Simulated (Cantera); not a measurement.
Feed: 1 mol CsCl, 0.12 mol HCl, a varied amount of N₂, equilibrated at 2150 K and 1.70e-6 bar.

Cantera equilibrium calculation (NASA polynomials, part measured and part estimated; ideal gas, pure solids and liquids). Candidate condensed phases: Cs, CsCl, NH₄Cl; 16 gas species. Equilibrium is a limit: real reactors are often held back by kinetics, nucleation or transport.

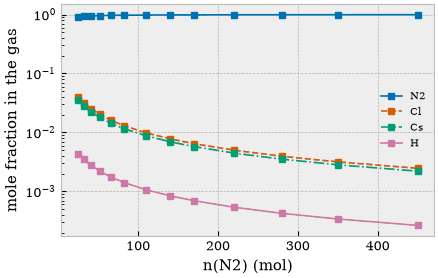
Figure: Equilibrium gas composition (values under 1e-9 drawn at 1e-9)

From 25 mol N₂ to 450 mol N₂ nothing is condensed. The main Cs-bearing gas is Cs throughout.
